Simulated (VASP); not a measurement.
# What spin-orbit coupling changes in SnPt, part 2 of 4

What does spin-orbit coupling change in SnPt, and what does it cost? All runs use PBEsol. Left out of this account: 1 further run (fields: a reference on another mesh). The start is a cell from a database of measured crystal structures.

VASP 6.6.1, plane waves and PAW; the level of theory is named at each step.

Still holding for the runs below: The k-mesh is coarse for a metal.

So far. Step 2 (Bands along the symmetry lines (PBEsol)): There is no gap at this level.

### Step 3. Band structure (PBEsol + SOC)

This step: PBEsol, spin-orbit coupling; plane waves and PAW (Sn_d, Pt) (VASP 6.6.1).

Levels along the symmetry lines show where the bands peak and cross; KPOINTS_OPT computes them in the converged potential. Spin-orbit coupling needs spinors and the noncollinear program, where each band holds one electron.

Input file INCAR:

```
SYSTEM = SnPt
PREC = Accurate
ENCUT = 400
EDIFF = 1E-06
NELM = 100
ISMEAR = -1
SIGMA = 0.05
LREAL = .FALSE.
ALGO = Normal
GGA = PS
LNONCOLLINEAR = .TRUE.
MAGMOM = 0 0 0 0 0 0 0 0 0 0 0 0
NBANDS = 60
GGA_COMPAT = .FALSE.
LASPH = .TRUE.
LSORBIT = .TRUE.
LMAXMIX = 4
LORBIT = 11
LWAVE = .FALSE.
LCHARG = .FALSE.
KPAR = 4
```

Input file POSCAR:

```
SnPt
1.0
    4.1014000000      0.0000000000      0.0000000000
   -2.0507000000      3.5519165911      0.0000000000
    0.0000000000      0.0000000000      5.4405000000
Sn Pt
2 2
Direct
    0.3333333333      0.6666666667      0.2500000000
    0.6666666667      0.3333333333      0.7500000000
    0.0000000000      0.0000000000      0.0000000000
    0.0000000000      0.0000000000      0.5000000000
```

Input file KPOINTS:

```
Automatic mesh
0
Gamma
7 7 5
0 0 0
```

Input file KPOINTS_OPT:

```
Line mode
16
Line-mode
Reciprocal
  0.00000000   0.00000000   0.00000000 GAMMA
  0.50000000   0.00000000   0.00000000 M

  0.50000000   0.00000000   0.00000000 M
  0.33333333   0.33333333   0.00000000 K

  0.33333333   0.33333333   0.00000000 K
  0.00000000   0.00000000   0.00000000 GAMMA

  0.00000000   0.00000000   0.00000000 GAMMA
  0.00000000   0.00000000   0.50000000 A

  0.00000000   0.00000000   0.50000000 A
  0.50000000   0.00000000   0.50000000 L

  0.50000000   0.00000000   0.50000000 L
  0.33333333   0.33333333   0.50000000 H

  0.33333333   0.33333333   0.50000000 H
  0.00000000   0.00000000   0.50000000 A

  0.50000000   0.00000000   0.50000000 L
  0.50000000   0.00000000   0.00000000 M

  0.33333333   0.33333333   0.00000000 K
  0.33333333   0.33333333   0.50000000 H
```

PAW data sets: Sn_d and Pt (PBE family, release 64).

Launch:

```bash
$ mpirun -np 4 vasp_ncl
```

Output:

```text
[banner, memory and clock lines left out]
running    4 mpi-ranks, on    1 nodes
 distrk:  each k-point on    1 cores,    4 groups
 distr:  one band on    1 cores,    1 groups

 POSCAR found type information on POSCAR SnPt
 POSCAR found :  2 types and       4 ions
 [... a notice as in an earlier step ...]

 LDA part: xc-table for (Slater+PW92), standard interpolation
 POSCAR, INCAR and KPOINTS ok, starting setup
 FFT: planning ... GRIDC
 FFT: planning ... GRID_SOFT
 FFT: planning ... GRID
 WAVECAR not read
 entering main loop
       N       E                     dE             d eps       ncg     rms          rms(c)
DAV:   1     0.531160918007E+03    0.53116E+03   -0.18401E+04  3192   0.205E+03
DAV:   2     0.665449529847E+02   -0.46462E+03   -0.44464E+03  2888   0.612E+02
DAV:   3    -0.205024560150E+02   -0.87047E+02   -0.81502E+02  3056   0.203E+02
DAV:   4    -0.262163691989E+02   -0.57139E+01   -0.55846E+01  3420   0.571E+01
DAV:   5    -0.263900218975E+02   -0.17365E+00   -0.17317E+00  3492   0.100E+01    0.146E+01
DAV:   6    -0.256664180160E+02    0.72360E+00   -0.26261E+00  3132   0.110E+01    0.700E+00
DAV:   7    -0.255497945592E+02    0.11662E+00   -0.21538E-01  3728   0.522E+00    0.420E+00
DAV:   8    -0.255208860449E+02    0.28909E-01   -0.47677E-02  3620   0.167E+00    0.150E+00
DAV:   9    -0.255169460043E+02    0.39400E-02   -0.90290E-03  3648   0.749E-01    0.241E-01
DAV:  10    -0.255166237359E+02    0.32227E-03   -0.18421E-03  3804   0.525E-01    0.770E-02
DAV:  11    -0.255166264162E+02   -0.26804E-05   -0.11427E-04  3244   0.926E-02    0.344E-02
DAV:  12    -0.255166233782E+02    0.30380E-05   -0.13479E-05  3816   0.455E-02    0.171E-02
DAV:  13    -0.255166240013E+02   -0.62304E-06   -0.23708E-06  2900   0.158E-02
   1 F= -.25516624E+02 E0= -.25508240E+02  d E =-.167673E-01  mag=    -0.0000    -0.0000     0.0000
 Start KPOINTS_OPT (optional k-point list driver)
k-point batch [1-24\144]
       N       E                     dE             ncg
DAV:   1     0.117548057025E+05   -0.61211E+04     3172
DAV:   2     0.390254613259E+03   -0.11365E+05     2912
DAV:   3    -0.167883569023E+04   -0.20691E+04     3040
DAV:   4    -0.181703403308E+04   -0.13820E+03     3400
DAV:   5    -0.182152319921E+04   -0.44892E+01     3608
DAV:   6    -0.182173260361E+04   -0.20940E+00     3920
DAV:   7    -0.182174017135E+04   -0.75677E-02     4056
DAV:   8    -0.182174028310E+04   -0.11175E-03     3888
DAV:   9    -0.182174028455E+04   -0.14430E-05     2292
DAV:  10    -0.182174028477E+04   -0.22450E-06     2052
[...]
k-point batch [121-144\144]
       N       E                     dE             ncg
DAV:   1     0.115700871698E+05   -0.20036E+05     3168
DAV:   2     0.236840373613E+03   -0.11333E+05     2936
DAV:   3    -0.177869953254E+04   -0.20155E+04     3128
DAV:   4    -0.189995351371E+04   -0.12125E+03     3288
DAV:   5    -0.190364283546E+04   -0.36893E+01     3540
DAV:   6    -0.190380368707E+04   -0.16085E+00     3860
DAV:   7    -0.190380893990E+04   -0.52528E-02     3956
DAV:   8    -0.190380909125E+04   -0.15135E-03     3784
DAV:   9    -0.190380909325E+04   -0.19943E-05     2108
DAV:  10    -0.190380909345E+04   -0.20005E-06     1856
```

The job ended after 3.3 min (4 MPI ranks of Intel Xeon Platinum 8259CL at 2.50GHz (Skylake/Cascade Lake), shared host; peak memory 1.7 GiB).

OUTCAR, selected parts (step 3):

```text
 Found     24 irreducible k-points:

   k-points           NKPTS =     24   k-points in BZ     NKDIM =     24   number of bands    NBANDS=     60

   NELECT =      48.0000    total number of electrons

 E-fermi :   9.7892

 k-point     1 :       0.0000    0.0000    0.0000
  band No.  band energies     occupation
    ...
     40       6.9909      1.00000
     41       7.6169      1.00000
     42       7.6169      1.00000
     43       8.1614      1.00000
     44       8.1614      1.00000
     45      11.0056      0.00000
     46      11.0056      0.00000
     47      11.0647      0.00000
     48      11.0647      0.00000
     49      12.0477      0.00000
    ...

 k-point     2 :       0.1429    0.0000    0.0000
  band No.  band energies     occupation
    ...
     42       7.5963      1.00000
     43       8.1280      1.00000
     44       8.1280      1.00000
     45       9.7783      0.55407
     46       9.7783      0.55407
     47      10.8839      0.00000
     48      10.8839      0.00000
     49      11.0499      0.00000
     50      11.0499      0.00000
     51      13.0609      0.00000
    ...

  Total        0.6876412      0.6876412      0.3307560      0.0000000      0.0000000     -0.0000000
  in kB       13.9007678     13.9007678      6.6862813      0.0000000      0.0000000     -0.0000000
  external PRESSURE =      11.4959390 kB  Pullay stress =       0.0000000 kB

 POSITION                                       TOTAL-FORCE (eV/Angst)
 -----------------------------------------------------------------------------------
     -0.00000      2.36794      1.36013        -0.000000      0.000000      0.000000
      2.05070      1.18397      4.08038         0.000000     -0.000000      0.000000
      0.00000      0.00000      0.00000         0.000000      0.000000      0.000000
      0.00000      0.00000      2.72025         0.000000      0.000000      0.000000
 -----------------------------------------------------------------------------------
    total drift:                               -0.000000      0.000000     -0.000000

  FREE ENERGIE OF THE ION-ELECTRON SYSTEM (eV)
  ---------------------------------------------------
  free  energy   TOTEN  =       -25.5166240013 eV

  energy  without entropy=      -25.4998566787  energy(sigma->0) =      -25.50824034

 Spin-Orbit-Coupling matrix elements
 Ion:    1  E_soc:     -0.1052060
 Ion:    2  E_soc:     -0.1052060
 Ion:    3  E_soc:     -0.6511891
 Ion:    4  E_soc:     -0.6511891

 total charge
# of ion       s       p       d       tot
------------------------------------------
    1        1.112   1.144  10.069  12.325
    2        1.112   1.144  10.069  12.325
    3        0.693   0.613   8.162   9.468
    4        0.693   0.613   8.162   9.468
--------------------------------------------------
tot          3.610   3.515  36.462  43.586

 magnetization (x)
# of ion       s       p       d       tot
------------------------------------------
    1        0.000   0.000   0.000   0.000
    2       -0.000   0.000  -0.000   0.000
    3       -0.000   0.000  -0.000  -0.000
    4        0.000   0.000   0.000   0.000
--------------------------------------------------
tot         -0.000   0.000   0.000   0.000

 magnetization (y)
# of ion       s       p       d       tot
------------------------------------------
    1        0.000  -0.000   0.000  -0.000
    2        0.000  -0.000   0.000  -0.000
    3       -0.000  -0.000  -0.000  -0.000
    4        0.000   0.000   0.000   0.000
--------------------------------------------------
tot         -0.000  -0.000  -0.000  -0.000

 magnetization (z)
# of ion       s       p       d       tot
------------------------------------------
    1        0.000   0.000   0.000   0.000
    2        0.000   0.000   0.000   0.000
    3        0.000  -0.000   0.000  -0.000
    4        0.000  -0.000   0.000  -0.000
--------------------------------------------------
tot          0.000  -0.000   0.000  -0.000

[... 8 parts as in an earlier step ...]

[... 5 further parts left out ...]
```

This step gave:

```
bands                   : 60
free energy (TOTEN)     : -25.52 eV
energy at zero smearing : -25.51 eV
Fermi energy            : 9.789 eV
pressure                : 1.150 GPa
```

On-site spin-orbit energy by atom:

| atom | on-site spin-orbit energy (eV) |
| --- | --- |
| Sn1 | -0.105 |
| Sn2 | -0.105 |
| Pt3 | -0.651 |
| Pt4 | -0.651 |

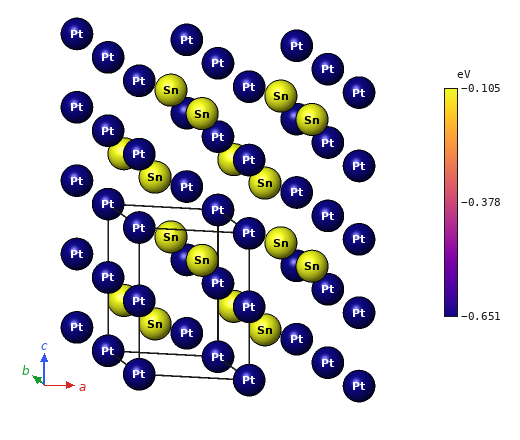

Atoms coloured by on-site spin-orbit energy. 2×2×2 cells are drawn. Some periodic images of atoms are drawn too.

The electronic bands at the labelled points (eV, zero at the Fermi level; # counts the bands kept, so #1 is VASP's band 21):

| point | #25 | #26 | #27 | #28 | #29 | #30 | #31 | #32 |
| --- | --- | --- | --- | --- | --- | --- | --- | --- |
| Γ | 1.22 | 1.22 | 1.28 | 1.28 | 2.26 | 2.26 | 3.76 | 3.76 |
| M | -1.87 | -1.87 | -1.66 | -1.66 | -1.43 | -1.43 | 1.13 | 1.13 |
| K | -1.62 | -1.62 | -1.07 | -1.07 | 0.60 | 0.60 | 0.63 | 0.63 |
| Γ | 1.22 | 1.22 | 1.28 | 1.28 | 2.26 | 2.26 | 3.76 | 3.76 |
| A | 1.04 | 1.04 | 1.04 | 1.04 | 3.81 | 3.81 | 3.81 | 3.81 |
| L | -2.33 | -2.33 | -2.33 | -2.33 | 1.68 | 1.68 | 1.68 | 1.68 |
| H | -1.36 | -1.36 | -1.25 | -1.25 | -1.04 | -1.04 | -0.96 | -0.96 |
| A | 1.04 | 1.04 | 1.04 | 1.04 | 3.81 | 3.81 | 3.81 | 3.81 |
| jump to L | -2.33 | -2.33 | -2.33 | -2.33 | 1.68 | 1.68 | 1.68 | 1.68 |
| M | -1.87 | -1.87 | -1.66 | -1.66 | -1.43 | -1.43 | 1.13 | 1.13 |
| jump to K | -1.62 | -1.62 | -1.07 | -1.07 | 0.60 | 0.60 | 0.63 | 0.63 |
| H | -1.36 | -1.36 | -1.25 | -1.25 | -1.04 | -1.04 | -0.96 | -0.96 |

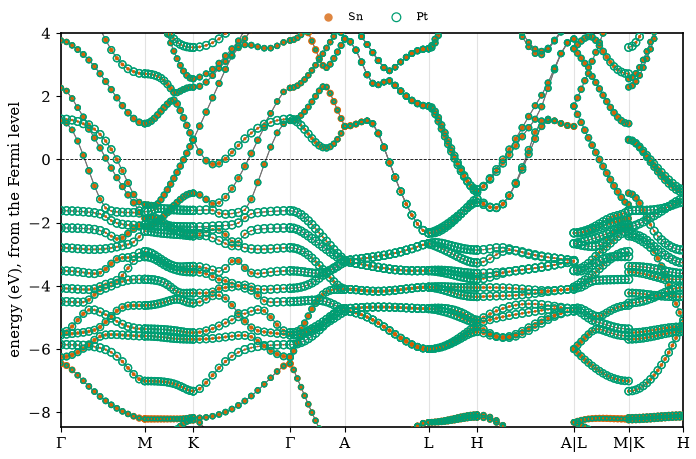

Electronic bands along the path; dots are coloured as in the legend, and their area grows with the weight.

There is no gap at this level. Without the coupling there was no gap either. The run took 4.2 times the core time, with 60 spinor bands against 38.

### Step 4. Total and projected DOS (PBEsol)

This step: PBEsol; plane waves and PAW (Sn_d, Pt) (VASP 6.6.1).

Here the states are counted by energy and projected on the atoms.

Input file INCAR:

```
SYSTEM = SnPt
PREC = Accurate
ENCUT = 400
EDIFF = 1E-06
NELM = 100
ISMEAR = -5
SIGMA = 0.05
LREAL = .FALSE.
ALGO = Normal
GGA = PS
NBANDS = 38
LASPH = .TRUE.
LORBIT = 11
LWAVE = .FALSE.
LCHARG = .FALSE.
KPAR = 4
NEDOS = 2001
```

POSCAR is that of step 3.

KPOINTS is that of step 3.

Launch:

```bash
$ mpirun -np 4 vasp_std
```

Output:

```text
[... set-up lines as in an earlier step ...]
 entering main loop
       N       E                     dE             d eps       ncg     rms          rms(c)
DAV:   1     0.434441160178E+03    0.43444E+03   -0.18371E+04  2068   0.161E+03
DAV:   2     0.312111057599E+02   -0.40323E+03   -0.37216E+03  1856   0.460E+02
DAV:   3    -0.235443288880E+02   -0.54755E+02   -0.53214E+02  2018   0.135E+02
DAV:   4    -0.255514001167E+02   -0.20071E+01   -0.20032E+01  2160   0.279E+01
DAV:   5    -0.256105495402E+02   -0.59149E-01   -0.59172E-01  2342   0.486E+00    0.128E+01
DAV:   6    -0.249198224199E+02    0.69073E+00   -0.16654E+00  2064   0.825E+00    0.559E+00
DAV:   7    -0.248030845912E+02    0.11674E+00   -0.14465E-01  2486   0.426E+00    0.302E+00
DAV:   8    -0.247722288965E+02    0.30856E-01   -0.56829E-02  2370   0.158E+00    0.349E-01
DAV:   9    -0.247713145037E+02    0.91439E-03   -0.36028E-03  2476   0.608E-01    0.149E-01
DAV:  10    -0.247712263604E+02    0.88143E-04   -0.60200E-04  2508   0.229E-01    0.367E-02
DAV:  11    -0.247712144975E+02    0.11863E-04   -0.33739E-05  2172   0.516E-02    0.997E-03
DAV:  12    -0.247712175578E+02   -0.30603E-05   -0.25346E-06  1900   0.123E-02    0.288E-03
DAV:  13    -0.247712180124E+02   -0.45465E-06   -0.36996E-07  1244   0.466E-03
   1 F= -.24771218E+02 E0= -.24771218E+02  d E =0.000000E+00
 -----------------------------------------------------------------------------
|                                                                             |
|           W    W    AA    RRRRR   N    N  II  N    N   GGGG   !!!           |
|           W    W   A  A   R    R  NN   N  II  NN   N  G    G  !!!           |
|           W    W  A    A  R    R  N N  N  II  N N  N  G       !!!           |
|           W WW W  AAAAAA  RRRRR   N  N N  II  N  N N  G  GGG   !            |
|           WW  WW  A    A  R   R   N   NN  II  N   NN  G    G                |
|           W    W  A    A  R    R  N    N  II  N    N   GGGG   !!!           |
|                                                                             |
|     Tetrahedron method does not include variations of the Fermi             |
|     occupations, so forces and stress will be inaccurate. We suggest        |
|     using a different smearing scheme ISMEAR = 1 or 2 for metals in         |
|     relaxations.                                                            |
|                                                                             |
 -----------------------------------------------------------------------------
```

The job ended after 13 s (4 MPI ranks; peak memory 0.76 GiB).

From OUTCAR (step 4):

```text
 Found     24 irreducible k-points:

   NELECT =      48.0000    total number of electrons

 E-fermi :   9.7838

 k-point     1 :       0.0000    0.0000    0.0000
  band No.  band energies     occupation
    ...
     18       5.6153      2.00000
     19       6.5559      2.00000
     20       6.5559      2.00000
     21       7.8701      2.00000
     22       7.8701      2.00000
     23      11.0608      0.00000
     24      11.5941      0.00000
     25      11.5941      0.00000
     26      13.5946      0.00000
     27      14.6348      0.00000
    ...

 k-point     2 :       0.1429    0.0000    0.0000
  band No.  band energies     occupation
    ...
     19       6.3856      2.00000
     20       6.6281      2.00000
     21       7.8349      2.00000
     22       7.8739      2.00000
     23       9.9193      0.88492
     24      10.9169     -0.07088
     25      10.9553      0.00000
     26      13.0918      0.00000
     27      14.6326      0.00000
     28      15.1857      0.00000
    ...

  Total        0.8166564      0.8166564      0.7039856      0.0000000     -0.0000000      0.0000000
  in kB       16.5088287     16.5088287     14.2311725      0.0000000     -0.0000000      0.0000000
  external PRESSURE =      15.7496100 kB  Pullay stress =       0.0000000 kB

 POSITION                                       TOTAL-FORCE (eV/Angst)
 -----------------------------------------------------------------------------------
     -0.00000      2.36794      1.36013        -0.000000      0.000000      0.000000
      2.05070      1.18397      4.08038         0.000000     -0.000000      0.000000
      0.00000      0.00000      0.00000        -0.000000      0.000000      0.000000
      0.00000      0.00000      2.72025        -0.000000      0.000000      0.000000
 -----------------------------------------------------------------------------------
    total drift:                               -0.000000      0.000000     -0.000000

  FREE ENERGIE OF THE ION-ELECTRON SYSTEM (eV)
  ---------------------------------------------------
  free  energy   TOTEN  =       -24.7712180124 eV

  energy  without entropy=      -24.7712180124  energy(sigma->0) =      -24.77121801

 total charge
# of ion       s       p       d       tot
------------------------------------------
    1        1.119   1.136  10.068  12.323
    2        1.119   1.136  10.068  12.323
    3        0.698   0.594   8.183   9.474
    4        0.698   0.594   8.183   9.474
--------------------------------------------------
tot          3.632   3.460  36.501  43.593

[... 9 parts as in an earlier step ...]

[... 5 further parts left out ...]
```

With tetrahedra the forces and stress of a metal are not exact derivatives of the energy.

This step gave:

```
bands                  : 38
free energy (TOTEN)    : -24.77 eV
Fermi energy           : 9.784 eV
pressure               : 1.575 GPa
DOS at the Fermi level : 1.494 states/eV/cell
```

The density of states has structure finer than the step of the table below, so its rows give means over 1 eV, whole bins alone (the curve runs from -12.0 to 5.42 eV). Peaks (eV: height): total -5.4: 9.40, -4.6: 7.20, -3.6: 9.87, -3.2: 11.5; Pt d -5.4: 5.44, -3.6: 7.08, -3.2: 9.14, -2.9: 6.01; Sn p -5.4: 1.44, -4.6: 0.712, -4.0: 0.551, -3.6: 0.626; Pt p -8.2: 0.374, -3.6: 0.481, -2.5: 0.27, -1.4: 0.268; Pt s -5.4: 0.399, -4.6: 0.303, -3.6: 0.296, -3.1: 0.350.

States under -12.0 eV and over 5.4 eV are left out. Table of density of states by energy, zero at the Fermi level; means over each step; values in states/eV/cell:

| energy (eV) | total | Pt d | Sn p | Pt p | Pt s | Sn s |
| --- | --- | --- | --- | --- | --- | --- |
| -11 | 0.238 | 9.6e-4 | 0.00344 | 0.00386 | 0.0595 | 0.0969 |
| -10 | 0.620 | 0.0143 | 0.0162 | 0.0204 | 0.131 | 0.255 |
| -9 | 1.26 | 0.124 | 0.0348 | 0.0555 | 0.175 | 0.551 |
| -8 | 1.80 | 0.353 | 0.0215 | 0.0986 | 0.0607 | 0.894 |
| -7 | 0.384 | 0.143 | 0.0354 | 0.0121 | 0.0722 | 0.0553 |
| -6 | 1.62 | 0.758 | 0.209 | 0.0565 | 0.227 | 0.0666 |
| -5 | 5.40 | 3.39 | 0.674 | 0.147 | 0.206 | 0.0348 |
| -4 | 4.72 | 3.33 | 0.411 | 0.147 | 0.118 | 0.0436 |
| -3 | 6.28 | 4.90 | 0.233 | 0.173 | 0.176 | 0.0593 |
| -2 | 3.16 | 2.30 | 0.192 | 0.166 | 0.0628 | 0.0743 |
| -1 | 1.59 | 0.663 | 0.271 | 0.187 | 0.0572 | 0.0703 |
| 0 | 1.62 | 0.602 | 0.318 | 0.192 | 0.0570 | 0.0818 |
| 1 | 1.35 | 0.448 | 0.288 | 0.160 | 0.0498 | 0.0934 |
| 2 | 1.44 | 0.401 | 0.310 | 0.157 | 0.0585 | 0.174 |
| 3 | 1.78 | 0.418 | 0.403 | 0.161 | 0.128 | 0.174 |
| 4 | 1.55 | 0.277 | 0.404 | 0.123 | 0.113 | 0.120 |

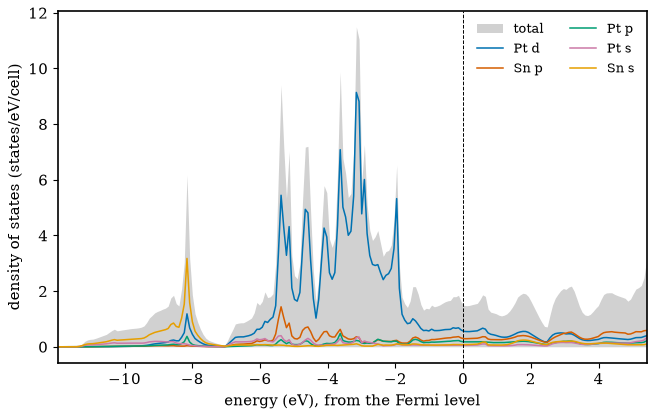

Density of states against energy.

Of the states within 0.3 eV of the Fermi level, the largest shares in the PAW spheres are Pt d 37 %, Sn p 20 % and Pt p 12 %. The rest lies in smaller channels or between the spheres.

(Part 2 of 4 ends here.)

[Lines on the potential files, build, host, timing and source positions are cut from VASP's logs without a mark.]

[Logs are printed without paths, hosts, clocks, repeated set-up lines and the standing remarks that a program may print on its own settings, such as how far it seeks lower states.]

[Hosts, paths, dates, database ids (printed as entryN), source tags and the programs' standing remarks are cut or masked in the printed files.]

[A measured line is paired with the nearest computed mode of its activity, which favours agreement.]

[In band tables of VASP the shares of atoms and orbitals are scaled to a sum of 1 inside the atoms' spheres.]
